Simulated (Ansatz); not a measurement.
**Convergence study of the k-point mesh for Li2Al (Cm, 6 atoms in the cell)**

```xyz
6
Lattice="2.2992 -4.8477 0.0000 2.2992 4.8477 0.0000 0.0000 0.0000 4.4442" Properties=species:S:1:pos:R:3 pbc="T T T"
Li     2.2992     2.5073     1.1610
Li     2.2992    -2.5073     3.3331
Li     2.2992    -0.8712     1.1110
Li     2.2992     0.8712     3.3331
Al     2.2992    -4.1208     1.1110
Al     2.2992     4.1208     3.3331
```

Method of the run: PBEsol, default PAW files made with PBE (plane waves; Ansatz, a quantum-chemistry and plane-wave program).

Base settings: basis.ecutwfc = 420 eV; kpoints.mp_grid.grid = 8 8 8; hamiltonian.xc = pbesol; hamiltonian.pseudopotentials = {kind: paw} (the program's default PAW files); scf.occupations.method = gaussian; scf.occupations.width = 0.1 eV.

The second cell is the first with its lattice scaled by 0.98.

Only quantities that move along the ladder and can be compared are tabulated.

The count of work is k-points × plane waves × bands × iterations; it is no time. Core times come from one kind of shared machine, to one figure; runs under 30 s give none.

The starting cell comes from a database of computed structures (which also holds hypothetical and non-ambient phases and stackings), without a prior relaxation at this level. Its lattice was rescaled by up to half a per cent. One atom was moved a little off its site on purpose. Ansatz's pressure includes its estimate of the finite-basis (Pulay) stress.

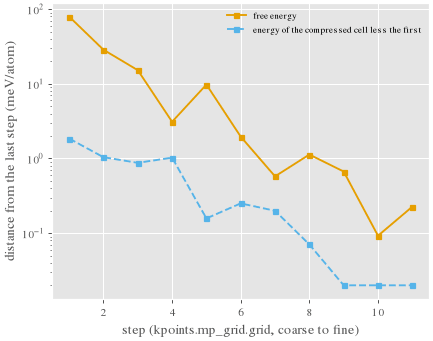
Distance from the last step along the ladder; very small values are drawn at a floor.

```tsv
kpoints.mp_grid.grid	free energy less the last step's (meV/atom)	energy of the compressed cell less the first (meV/atom)	pressure (GPa)	largest difference of a force vector from the last step's (eV/Å)	count of work / last	core time / last (rough)
2 2 2	79.54	4.98	-0.33	0.264	0.0049	–
3 3 2	28.62	2.09	-0.77	0.090	0.0076	–
3 3 3	15.24	2.26	-0.72	0.345	0.0081	–
4 4 4	3.10	2.11	-0.75	0.142	0.019	–
5 5 5	9.77	2.98	-0.61	0.066	0.032	–
6 6 6	1.96	2.88	-0.62	0.017	0.055	–
8 8 7	-0.58	2.94	-0.61	0.020	0.10	–
8 8 8	1.13	3.06	-0.59	0.008	0.12	–
10 10 10	0.67	3.15	-0.58	0.010	0.23	0.2
13 13 12	0.09	3.14	-0.58	0.006	0.45	0.4
16 16 15	-0.23	3.13	-0.58	0.002	0.83	0.8
17 17 16	0.00	3.13	-0.58	0.000	1.0	1
```

Coarsest kpoints.mp_grid.grid that holds the free energy within 5 meV/atom of the last step, with all finer ones: 6 6 6, at 0.055 of the last step's count of work; the step before is off by 9.8 meV/atom.

Coarsest kpoints.mp_grid.grid that holds the pressure within 0.05 GPa of the last step, with all finer ones: 5 5 5, at 0.032 of the last step's count of work; the step before is off by 0.16 GPa.

Coarsest kpoints.mp_grid.grid that holds the energy of the compressed cell less the first within 0.5 meV/atom of the last step, with all finer ones: 5 5 5, at 0.032 of the last step's count of work; the step before is off by 1.0 meV/atom.

The energy difference between the two cells stays within 1 meV/atom of the last step's from 5 5 5 on, the total only from 10 10 10 on: much of the error is common to both cells and cancels.

Keys are those of Ansatz 0.2.
